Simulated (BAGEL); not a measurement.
# B2H6S2 (SMILES [BH2-]1[SH+][BH2-][SH+]1) at RI-MP2/6-31G(d) (density fitting with qzvpp-jkfit, spherical functions)

Aim: the energy change on altering one bond length of B2H6S2 at RI-MP2/6-31G* (density fitting with qzvpp-jkfit, spherical functions), from 2 runs. 

Program for the calculation: BAGEL 1.2.2.

## 1. The system as given

B2H6S2 has 10 atoms, charge 0, and is taken as a singlet. SMILES: `[BH2-]1[SH+][BH2-][SH+]1`. Geometry: relaxed at PBE0-D4/def2-TZVP.

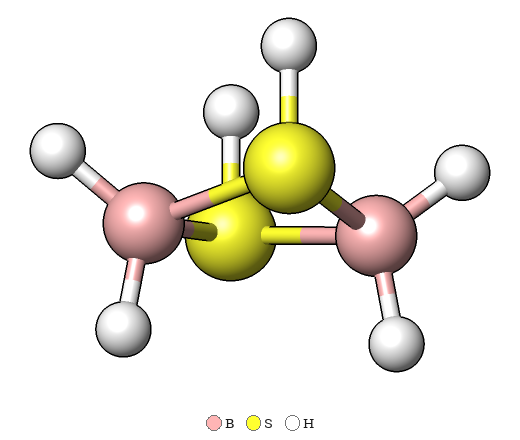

The structure, seen from a chosen angle (boron pink, sulfur yellow, hydrogen white).

## 2. The energy at RI-MP2/6-31G(d) (density fitting with qzvpp-jkfit, spherical functions)

File mp2.json:

```json
{ "bagel": [

{
  "title": "molecule",
  "basis": "6-31gs.json",
  "df_basis": "qzvpp-jkfit",
  "angstrom": true,
  "geometry": [
    { "atom": "B", "xyz": [      -0.594400,       1.014400,      -0.540900 ] },
    { "atom": "S", "xyz": [      -0.927100,      -0.914200,      -0.668800 ] },
    { "atom": "B", "xyz": [       0.179400,      -0.879400,       0.950000 ] },
    { "atom": "S", "xyz": [       0.947400,       0.902700,       0.665900 ] },
    { "atom": "H", "xyz": [      -0.355500,       1.537600,      -1.588800 ] },
    { "atom": "H", "xyz": [      -1.492600,       1.459100,       0.115100 ] },
    { "atom": "H", "xyz": [       0.031400,      -1.224600,      -1.560700 ] },
    { "atom": "H", "xyz": [       0.990400,      -1.755900,       1.004200 ] },
    { "atom": "H", "xyz": [      -0.583700,      -0.765100,       1.866200 ] },
    { "atom": "H", "xyz": [       1.887500,       0.574300,      -0.239100 ] }
  ]
},

{
  "title": "hf"
},

{
  "title": "mp2",
  "ncore": 12
}

]}
```

The basis set 6-31G* is read from a file made from the Basis Set Exchange's data (not shown).

Started as:

```sh
$ BAGEL_NUM_THREADS=1 BAGEL mp2.json > mp2.out
```

The log of the run:

```text
* using 1 threads per process

  ===============================================================
  ===============================================================

  *** Geometry ***

  { "atom" : "B", "xyz" : [     -1.123253,      1.916938,     -1.022153 ] },
  { "atom" : "S", "xyz" : [     -1.751965,     -1.727588,     -1.263849 ] },
  { "atom" : "B", "xyz" : [      0.339017,     -1.661825,      1.795240 ] },
  { "atom" : "S", "xyz" : [      1.790327,      1.705856,      1.258369 ] },
  { "atom" : "H", "xyz" : [     -0.671798,      2.905643,     -3.002397 ] },
  { "atom" : "H", "xyz" : [     -2.820605,      2.757299,      0.217507 ] },
  { "atom" : "H", "xyz" : [      0.059337,     -2.314159,     -2.949296 ] },
  { "atom" : "H", "xyz" : [      1.871585,     -3.318170,      1.897663 ] },
  { "atom" : "H", "xyz" : [     -1.103033,     -1.445829,      3.526607 ] },
  { "atom" : "H", "xyz" : [      3.566858,      1.085270,     -0.451834 ] },

  Number of auxiliary basis functions:      514

  Since a DF basis is specified, we compute 2- and 3-index integrals:
    o Being stored without compression. Storage requirement is 0.024 GB

  Number of basis functions:       76
  Number of electrons      :       48

    * METHOD: MOLECULE                             0.21

  *** RHF ***

  === Nuclear Repulsion ===
   200.3682039275

      * DIIS with orbital gradients will be used.

  === RHF iteration (6-31gs.json) ===
      0       -847.81144688          0.01104206           0.05
      1       -847.88305024          0.00331773           0.05
      2       -847.88979097          0.00130944           0.05
      3       -847.89077043          0.00020287           0.06
      4       -847.89080408          0.00006335           0.05
      5       -847.89080765          0.00001053           0.06
      6       -847.89080782          0.00000256           0.05
      7       -847.89080783          0.00000048           0.05
      8       -847.89080783          0.00000015           0.05
      9       -847.89080783          0.00000004           0.05
     10       -847.89080783          0.00000001           0.05
    * SCF iteration converged.

    * Permanent dipole moment:
           (   -0.644677,     0.216863,     0.610043) a.u.

    * METHOD: HF                                   0.70

  *** RHF ***

  === Nuclear Repulsion ===
   200.3682039275

      * DIIS with orbital gradients will be used.

  === RHF iteration (6-31gs.json) ===
      0       -847.89080783          0.00000000           0.04
    * SCF iteration converged.

    * Permanent dipole moment:
           (   -0.644678,     0.216863,     0.610043) a.u.

  === DF-MP2 calculation ===

    * freezing 12 orbitals
    * 3-index integral transformation done
    * assembly done

      MP2 correlation energy:   -0.4231707240      0.03

      MP2 total energy:       -848.3139785572

    * METHOD: MP2                                  0.15

  ===============================================================
```

It took 1.2 s on 1 thread of Intel Xeon 6975P-C (Granite Rapids), shared host.

## 3. The distorted shape

File mp2.json:

```json
{ "bagel" : [

{
  "title" : "molecule",
  "basis" : "6-31gs.json",
  "df_basis" : "qzvpp-jkfit",
  "angstrom" : true,
  "geometry" : [
    { "atom" : "B", "xyz" : [   -0.666074,    0.857431,   -0.226512 ] },
    { "atom" : "S", "xyz" : [   -0.998774,   -1.071169,   -0.354412 ] },
    { "atom" : "B", "xyz" : [    0.107726,   -1.036369,    1.264388 ] },
    { "atom" : "S", "xyz" : [    0.875726,    0.745731,    0.980288 ] },
    { "atom" : "H", "xyz" : [   -0.355500,    1.537600,   -1.588800 ] },
    { "atom" : "H", "xyz" : [   -1.564274,    1.302131,    0.429488 ] },
    { "atom" : "H", "xyz" : [   -0.040274,   -1.381569,   -1.246312 ] },
    { "atom" : "H", "xyz" : [    0.918726,   -1.912869,    1.318588 ] },
    { "atom" : "H", "xyz" : [   -0.655374,   -0.922069,    2.180588 ] },
    { "atom" : "H", "xyz" : [    1.815826,    0.417331,    0.075288 ] }
  ]
},
{
  "title" : "hf"
},
{
  "title" : "mp2",
  "ncore" : 12
}

]}
```

The basis set 6-31G* is read from a file made from the Basis Set Exchange's data (not shown).

Started as:

```sh
$ BAGEL_NUM_THREADS=1 BAGEL mp2.json > mp2.out
```

The log of the run:

```text
* using 1 threads per process

  ===============================================================
  ===============================================================

  *** Geometry ***

  { "atom" : "B", "xyz" : [     -1.258697,      1.620310,     -0.428046 ] },
  { "atom" : "S", "xyz" : [     -1.887409,     -2.024216,     -0.669742 ] },
  { "atom" : "B", "xyz" : [      0.203573,     -1.958454,      2.389347 ] },
  { "atom" : "S", "xyz" : [      1.654882,      1.409227,      1.852476 ] },
  { "atom" : "H", "xyz" : [     -0.671798,      2.905643,     -3.002397 ] },
  { "atom" : "H", "xyz" : [     -2.956049,      2.460671,      0.811615 ] },
  { "atom" : "H", "xyz" : [     -0.076107,     -2.610787,     -2.355188 ] },
  { "atom" : "H", "xyz" : [      1.736141,     -3.614799,      2.491770 ] },
  { "atom" : "H", "xyz" : [     -1.238477,     -1.742458,      4.120714 ] },
  { "atom" : "H", "xyz" : [      3.431414,      0.788641,      0.142274 ] },

  Number of auxiliary basis functions:      514

  Since a DF basis is specified, we compute 2- and 3-index integrals:
    o Being stored without compression. Storage requirement is 0.024 GB

  Number of basis functions:       76
  Number of electrons      :       48

    * METHOD: MOLECULE                             0.21

  *** RHF ***

  === Nuclear Repulsion ===
   199.1310052597

      * DIIS with orbital gradients will be used.

  === RHF iteration (6-31gs.json) ===
      0       -847.77665817          0.01075931           0.05
      1       -847.84696392          0.00317367           0.05
      2       -847.85360852          0.00126752           0.04
      3       -847.85454832          0.00020845           0.05
      4       -847.85458475          0.00006937           0.04
      5       -847.85458901          0.00001189           0.05
      6       -847.85458924          0.00000350           0.04
      7       -847.85458925          0.00000113           0.05
      8       -847.85458925          0.00000031           0.04
      9       -847.85458925          0.00000009           0.05
     10       -847.85458925          0.00000002           0.05
     11       -847.85458925          0.00000001           0.05
    * SCF iteration converged.

    * Permanent dipole moment:
           (   -0.649960,     0.398617,     0.370038) a.u.

    * METHOD: HF                                   0.69

  *** RHF ***

  === Nuclear Repulsion ===
   199.1310052597

      * DIIS with orbital gradients will be used.

  === RHF iteration (6-31gs.json) ===
      0       -847.85458925          0.00000000           0.05
    * SCF iteration converged.

    * Permanent dipole moment:
           (   -0.649959,     0.398617,     0.370038) a.u.

  === DF-MP2 calculation ===

    * freezing 12 orbitals
    * 3-index integral transformation done
    * assembly done

      MP2 correlation energy:   -0.4253289097      0.02

      MP2 total energy:       -848.2799181606

    * METHOD: MP2                                  0.13

  ===============================================================
```

Run time: 1.2 s. Hardware: 1 thread of Intel Xeon 6975P-C (Granite Rapids), shared host.

## 4. Summary of results

Level: RI-MP2/6-31G* (density fitting with qzvpp-jkfit, spherical functions), 12 core orbitals frozen.

| quantity | value |
| --- | --- |
| first shape: total energy | -848.31398 Eh |
| first shape: correlation energy (12 core orbitals frozen) | -423.2 mEh |
| distorted shape: total energy | -848.27992 Eh |
| distorted shape: correlation energy (12 core orbitals frozen) | -425.3 mEh |
| energy change with the B1–H5 bond stretched from 1.195 to 1.554 Å | 0.927 eV |

With the B1–H5 bond stretched from 1.195 to 1.554 Å the energy rises by 0.93 eV (21.4 kcal/mol). The first shape isn't relaxed at this level, so the change isn't measured from a minimum.
